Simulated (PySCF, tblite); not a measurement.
# C6H8ClFO: a rotation path, then NMR shifts on frames, part 2 of 2

tblite 0.8.0 and PySCF 2.14.0. Atoms count from 0. Earlier steps stand in the parts before.

## 5. NMR shieldings: image 5, PBE0/pcSseg-1

What the job is given:

```
{"job": {"kind": "nmr", "xc": "PBE0", "basis": "pcSseg-1", "pop": false}, "charge": 0, "multiplicity": 1}
C      3.085100     0.756000    -0.163500
C      1.961600     0.181000    -0.546000
C      0.617500     0.498800     0.038900
C     -0.078800    -0.739600     0.551200
O     -0.866700    -1.512800    -0.343900
C     -1.528200    -0.917000     0.690300
F     -1.898200    -1.806800     1.680300
C     -2.707800     0.006700     0.481100
Cl    -2.356800     1.520300    -0.364700
H      4.027300     0.531600    -0.632500
H      3.108900     1.485200     0.630100
H      1.957200    -0.542900    -1.349100
H      0.003300     0.950600    -0.740300
H      0.726400     1.208900     0.861200
H      0.516600    -1.352000     1.227600
H     -3.462700    -0.522700    -0.105000
H     -3.111700     0.266600     1.460900
```

With the program's defaults for keys left out, this is: GIAO PBE0/pcSseg-1 NMR shielding, non-relativistic, gas phase.

Standard output:

```text
coarse grid: 15272 points
cycle   1  E = -867.8018167056  dE =  1.404e+00  |g| = 7.785e-01  |ddm| = 3.753e+00
cycle   2  E = -867.6575169266  dE =  1.443e-01  |g| = 1.211e+00  |ddm| = 1.322e+00
cycle   3  E = -867.9150545265  dE = -2.575e-01  |g| = 1.095e-01  |ddm| = 8.370e-01
cycle   4  E = -867.9170701350  dE = -2.016e-03  |g| = 5.245e-02  |ddm| = 1.172e-01
cycle   5  E = -867.9175439433  dE = -4.738e-04  |g| = 1.551e-02  |ddm| = 4.443e-02
cycle   6  E = -867.9175852268  dE = -4.128e-05  |g| = 3.461e-03  |ddm| = 1.424e-02
cycle   7  E = -867.9175876047  dE = -2.378e-06  |g| = 7.868e-04  |ddm| = 3.374e-03
final grid: 144784 points
cycle   8  E = -867.9877270222  dE = -4.387e-05  |g| = 1.187e-02  |ddm| = 3.214e-02
cycle   9  E = -867.9876939890  dE =  3.303e-05  |g| = 1.796e-02  |ddm| = 2.003e-02
cycle  10  E = -867.9877542388  dE = -6.025e-05  |g| = 1.907e-03  |ddm| = 1.236e-02
cycle  11  E = -867.9877549471  dE = -7.083e-07  |g| = 3.903e-04  |ddm| = 1.566e-03
cycle  12  E = -867.9877549705  dE = -2.344e-08  |g| = 1.469e-04  |ddm| = 3.971e-04
cycle  13  E = -867.9877549736  dE = -3.110e-09  |g| = 3.514e-05  |ddm| = 1.138e-04
cycle  14  E = -867.9877549739  dE = -2.378e-10  |g| = 8.154e-06  |ddm| = 3.746e-05
converged SCF energy = -867.9877549739

GIAO shielding tensors (ppm)
atom      isotropic    diamagn.    paramagn.     s11        s22        s33       span
  0 C       63.531     252.516    -188.986    -48.476     82.609    156.459    204.935
  1 C       42.866     254.817    -211.951    -81.264     49.050    160.812    242.076
  2 C      145.446     246.042    -100.596    137.502    144.383    154.453     16.951
  3 C      122.193     249.096    -126.903     80.543    114.121    171.914     91.371
  4 O      245.331     398.856    -153.524    101.683    255.582    378.729    277.045
  5 C       89.905     251.405    -161.500     40.420     74.069    155.226    114.806
  6 F      309.746     474.213    -164.467    195.258    319.001    414.978    219.721
  7 C      141.300     246.252    -104.953    112.124    143.206    168.568     56.444
  8 Cl     891.540    1147.734    -256.193    786.427    847.665   1040.528    254.101
  9 H       26.313      27.791      -1.477     23.383     25.121     30.436      7.053
 10 H       26.222      30.709      -4.487     22.706     25.436     30.523      7.817
 11 H       25.372      30.941      -5.569     22.797     23.880     29.441      6.644
 12 H       28.333      30.087      -1.755     21.037     28.395     35.566     14.528
 13 H       29.265      31.806      -2.541     24.848     29.602     33.344      8.496
 14 H       28.641      30.787      -2.146     22.457     28.461     35.004     12.547
 15 H       27.298      26.459       0.839     21.540     27.024     33.331     11.791
 16 H       27.427      27.873      -0.446     21.283     27.497     33.502     12.219
```

It took 28 s on 1 thread of Arm Neoverse V1, shared host; peak memory 0.9 GiB.

In short: δ C1 144.1, C0 123.4, C5 97.0, C3 64.7, H11 6.34, H10 5.50 ppm.

## 6. Nuclear shieldings: image 6, PBE0/pcSseg-1

What the job is given:

```
{"job": {"kind": "nmr", "xc": "PBE0", "basis": "pcSseg-1", "pop": false}, "charge": 0, "multiplicity": 1}
C      3.083700     0.756400    -0.141400
C      1.949600     0.211600    -0.536400
C      0.616000     0.508500     0.083000
C     -0.079500    -0.753800     0.534400
O     -0.863800    -1.488200    -0.397100
C     -1.529200    -0.932700     0.654200
F     -1.916500    -1.851900     1.609800
C     -2.690700     0.021400     0.490400
Cl    -2.430700     1.322800    -0.677900
H      4.018000     0.543600    -0.631100
H      3.124600     1.448000     0.684600
H      1.928200    -0.476000    -1.370600
H     -0.006900     1.009100    -0.658600
H      0.740900     1.168500     0.943900
H      0.512900    -1.394300     1.186800
H     -3.552300    -0.554100     0.143400
H     -2.911300     0.473100     1.459100
```

With the program's defaults for keys left out, this is: GIAO PBE0/pcSseg-1 NMR shielding, non-relativistic, gas phase.

Standard output:

```text
coarse grid: 15272 points
cycle   1  E = -867.8033883044  dE =  1.406e+00  |g| = 7.763e-01  |ddm| = 3.750e+00
cycle   2  E = -867.6596290237  dE =  1.438e-01  |g| = 1.208e+00  |ddm| = 1.346e+00
cycle   3  E = -867.9161614979  dE = -2.565e-01  |g| = 1.101e-01  |ddm| = 8.574e-01
cycle   4  E = -867.9181911159  dE = -2.030e-03  |g| = 5.260e-02  |ddm| = 1.163e-01
cycle   5  E = -867.9186672679  dE = -4.762e-04  |g| = 1.549e-02  |ddm| = 4.458e-02
cycle   6  E = -867.9187084404  dE = -4.117e-05  |g| = 3.490e-03  |ddm| = 1.426e-02
cycle   7  E = -867.9187108645  dE = -2.424e-06  |g| = 7.865e-04  |ddm| = 3.395e-03
final grid: 144784 points
cycle   8  E = -867.9889284774  dE = -4.443e-05  |g| = 1.195e-02  |ddm| = 3.256e-02
cycle   9  E = -867.9888954347  dE =  3.304e-05  |g| = 1.802e-02  |ddm| = 2.024e-02
cycle  10  E = -867.9889558664  dE = -6.043e-05  |g| = 1.945e-03  |ddm| = 1.257e-02
cycle  11  E = -867.9889566011  dE = -7.346e-07  |g| = 3.890e-04  |ddm| = 1.628e-03
cycle  12  E = -867.9889566242  dE = -2.315e-08  |g| = 1.482e-04  |ddm| = 3.952e-04
cycle  13  E = -867.9889566274  dE = -3.137e-09  |g| = 3.445e-05  |ddm| = 1.124e-04
cycle  14  E = -867.9889566276  dE = -2.319e-10  |g| = 8.242e-06  |ddm| = 3.699e-05
converged SCF energy = -867.9889566276

GIAO shielding tensors (ppm)
atom      isotropic    diamagn.    paramagn.     s11        s22        s33       span
  0 C       63.723     252.501    -188.778    -48.156     82.826    156.499    204.655
  1 C       43.063     255.078    -212.015    -81.287     49.285    161.191    242.478
  2 C      146.961     246.056     -99.096    138.820    146.018    156.044     17.224
  3 C      124.172     249.374    -125.202     81.183    117.025    174.307     93.124
  4 O      248.514     398.792    -150.278    104.152    256.555    384.834    280.682
  5 C       89.944     251.319    -161.375     39.310     74.989    155.531    116.221
  6 F      315.909     474.067    -158.159    221.388    308.836    417.501    196.113
  7 C      142.628     247.364    -104.737    112.757    141.985    173.141     60.385
  8 Cl     886.974    1147.577    -260.604    765.678    845.447   1049.796    284.117
  9 H       26.317      27.832      -1.515     23.387     25.108     30.456      7.069
 10 H       26.237      30.693      -4.456     22.730     25.432     30.547      7.817
 11 H       25.351      31.040      -5.689     22.717     23.807     29.530      6.814
 12 H       28.201      29.974      -1.773     20.414     28.227     35.961     15.547
 13 H       29.393      31.875      -2.482     25.051     29.465     33.662      8.611
 14 H       28.681      30.875      -2.194     22.371     28.473     35.198     12.827
 15 H       27.388      26.578       0.810     21.479     26.998     33.687     12.208
 16 H       27.470      28.199      -0.729     21.844     27.020     33.547     11.702
```

It took 28 s on 1 thread of Arm Neoverse V1, shared host; peak memory 0.89 GiB.

In short: δ C1 143.9, C0 123.2, C5 97.0, C3 62.8, H11 6.37, H10 5.48 ppm.

## 7. Shielding tensors: image 8, PBE0/pcSseg-1

What the job is given:

```
{"job": {"kind": "nmr", "xc": "PBE0", "basis": "pcSseg-1", "pop": false}, "charge": 0, "multiplicity": 1}
C      3.047800     0.757800    -0.077100
C      1.900800     0.281600    -0.519900
C      0.576300     0.514900     0.143400
C     -0.077300    -0.801900     0.495500
O     -0.864400    -1.470500    -0.478400
C     -1.526000    -0.984700     0.609900
F     -1.937100    -1.950500     1.497500
C     -2.603200     0.073400     0.499200
Cl    -2.598600     0.854500    -1.094500
H      3.976000     0.575500    -0.590200
H      3.106100     1.361500     0.814000
H      1.857100    -0.323800    -1.414400
H     -0.072400     1.068100    -0.538500
H      0.707700     1.095900     1.059000
H      0.538200    -1.478800     1.084500
H     -3.574700    -0.406900     0.629800
H     -2.463400     0.845700     1.256800
```

Level: GIAO PBE0/pcSseg-1 NMR shielding, non-relativistic, gas phase.

Standard output:

```text
coarse grid: 15272 points
cycle   1  E = -867.8026602713  dE =  1.409e+00  |g| = 7.747e-01  |ddm| = 3.738e+00
cycle   2  E = -867.6573765452  dE =  1.453e-01  |g| = 1.209e+00  |ddm| = 1.416e+00
cycle   3  E = -867.9156577859  dE = -2.583e-01  |g| = 1.117e-01  |ddm| = 9.062e-01
cycle   4  E = -867.9177419575  dE = -2.084e-03  |g| = 5.311e-02  |ddm| = 1.160e-01
cycle   5  E = -867.9182250431  dE = -4.831e-04  |g| = 1.545e-02  |ddm| = 4.582e-02
cycle   6  E = -867.9182662336  dE = -4.119e-05  |g| = 3.505e-03  |ddm| = 1.429e-02
cycle   7  E = -867.9182686958  dE = -2.462e-06  |g| = 7.943e-04  |ddm| = 3.416e-03
final grid: 144784 points
cycle   8  E = -867.9887929230  dE = -4.496e-05  |g| = 1.196e-02  |ddm| = 3.281e-02
cycle   9  E = -867.9887595030  dE =  3.342e-05  |g| = 1.807e-02  |ddm| = 2.047e-02
cycle  10  E = -867.9888205870  dE = -6.108e-05  |g| = 1.952e-03  |ddm| = 1.291e-02
cycle  11  E = -867.9888213354  dE = -7.485e-07  |g| = 3.837e-04  |ddm| = 1.685e-03
cycle  12  E = -867.9888213577  dE = -2.225e-08  |g| = 1.494e-04  |ddm| = 3.943e-04
cycle  13  E = -867.9888213609  dE = -3.226e-09  |g| = 3.312e-05  |ddm| = 1.156e-04
cycle  14  E = -867.9888213611  dE = -2.169e-10  |g| = 8.246e-06  |ddm| = 3.556e-05
converged SCF energy = -867.9888213611

GIAO shielding tensors (ppm)
atom      isotropic    diamagn.    paramagn.     s11        s22        s33       span
  0 C       63.841     252.473    -188.632    -47.975     82.772    156.726    204.701
  1 C       43.397     255.179    -211.782    -80.914     49.307    161.798    242.712
  2 C      148.776     246.604     -97.828    140.683    147.392    158.252     17.569
  3 C      126.882     250.067    -123.186     83.675    120.152    176.819     93.145
  4 O      241.205     398.687    -157.482     81.722    257.785    384.107    302.385
  5 C       90.538     251.487    -160.948     39.802     75.129    156.685    116.884
  6 F      319.728     472.829    -153.101    233.653    301.174    424.355    190.701
  7 C      140.833     249.334    -108.501    109.131    141.847    171.521     62.391
  8 Cl     861.040    1146.952    -285.912    709.456    822.829   1050.836    341.380
  9 H       26.298      27.870      -1.572     23.372     25.076     30.446      7.075
 10 H       26.245      30.656      -4.410     22.741     25.426     30.569      7.828
 11 H       25.341      31.062      -5.721     22.562     23.787     29.673      7.111
 12 H       28.845      30.271      -1.426     21.787     29.610     35.138     13.350
 13 H       29.530      32.022      -2.492     25.142     29.380     34.069      8.927
 14 H       28.763      31.104      -2.341     22.356     28.408     35.527     13.171
 15 H       27.426      27.238       0.189     21.397     27.016     33.866     12.469
 16 H       27.478      29.209      -1.731     22.788     26.356     33.290     10.502
```

Wall time 28 s (1 thread of Arm Neoverse V1, shared host); peak memory 0.94 GiB.

This run: δ C1 143.5, C0 123.1, C5 96.4, C3 60.0, H11 6.38, H10 5.47 ppm.

## 8. Side by side: NMR shifts

Shifts (ppm) of some atoms, chosen among heavy atoms and hydrogens apart, with basis size and wall time:

| frame | C7 | C2 | H15 | H12 | O4 | F6 | Cl8 | functions | time |
| --- | --- | --- | --- | --- | --- | --- | --- | --- | --- |
| image 0 | 53.2 | 41.9 | 3.66 | 1.88 | 108.9 | -155.9 | 77 | 200 | 29 s |
| image 2 | 53.3 | 44.6 | 4.22 | 2.27 | 111.2 | -138.5 | 74 | 200 | 28 s |
| image 5 | 45.6 | 41.5 | 4.42 | 3.38 | 90.7 | -138.8 | 58 | 200 | 28 s |
| image 6 | 44.3 | 40.0 | 4.33 | 3.52 | 87.6 | -145.0 | 63 | 200 | 28 s |
| image 8 | 46.1 | 38.1 | 4.29 | 2.87 | 94.9 | -148.8 | 89 | 200 | 28 s |

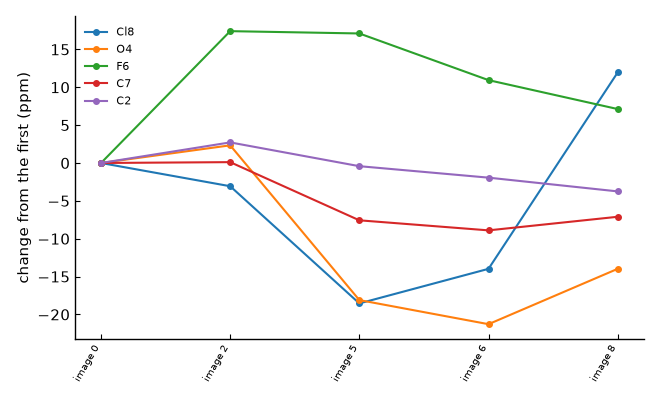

How five of the tabulated atoms move from run to run.

## 9. Results

What follows sums up all 2 parts.

| quantity | value |
| --- | --- |
| barrier | 0.128 eV (3.0 kcal/mol) at image 5 |
| end to end (GFN2-xTB) | 0.081 eV |
| ¹³C shifts against TMS (PBE0/pcSseg-1, image 0) | 143.4, 124.3, 98.6, 62.2, 53.2, 41.9 ppm |
| ¹H shifts against TMS (PBE0/pcSseg-1, image 0) | 6.33, 5.57, 5.47, 4.48, 3.66, 2.98, 2.84, 1.88 ppm |
| ¹⁷O shifts against H2O (PBE0/pcSseg-1, image 0) | 108.9 ppm |
| ¹⁹F shifts against CFCl3 (PBE0/pcSseg-1, image 0) | -155.9 ppm |
| ³⁵Cl shifts against HCl (PBE0/pcSseg-1, image 0) | 77 ppm |
| range of the shift of Cl8 | 58 to 89 ppm |

**Reading.** Along the band the dihedral turns by 122°, and the top (dihedral 162°) lies 3.0 kcal/mol above the start (GFN2-xTB, rough), so at room temperature this motion is fast. The top was not checked by a frequency run. Shifts at one fixed geometry are not the observed spectrum, which averages over the motion. In the first frame run (image 0): The widest tensor belongs to Cl8: span 389 ppm, with a paramagnetic part of -273 ppm. Across the 5 runs the shift of Cl8 moves most, between 58 (image 5) and 89 ppm (image 8).
